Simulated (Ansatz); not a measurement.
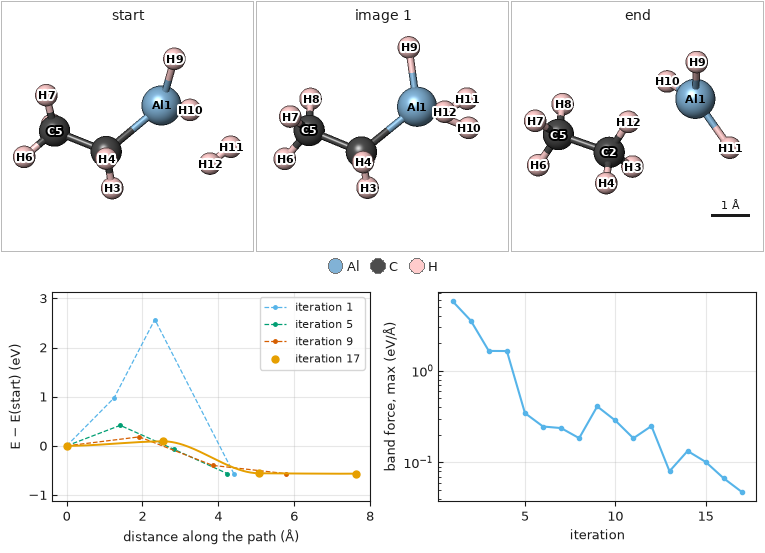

NEB run on C$_{2}$H$_{9}$Al, made up at the start of C$_{2}$H$_{7}$Al and H$_{2}$. Images are numbered from 0 (start) to 3 (end). The plot follows the band through its iterations. The picture is a ball-and-stick view, seen at a tilt.

All numbers below come from Ansatz, RKS PBE0/6-31G*. Run with 2 movable images; no climbing image; force threshold 0.05 eV/Å; iteration limit 60; starting path through a guess of the saddle point.

> How did the profile develop, and is the result final?

The run is converged, with reservations. The band converged in 17 iterations. The largest component of the band force went from 5.8 to 0.048 eV/Å. No image climbed, so the highest image needn't lie on the saddle point, and the true maximum along this path can be higher. So few images resolve the path coarsely. The first iteration put the highest image at 2.57 eV. Forward barrier 0.09 eV, backward barrier 0.66 eV, with image 1 at the top; the reaction energy is −0.57 eV.

Limits of the set-up: the start holds two separate molecules, 2.3 Å apart at their closest, whose relative position is a soft coordinate and is computed without a dispersion correction.

Cost: 110 s on 1 thread of Arm Neoverse V1, on a shared host, peak memory 0.13 GiB.
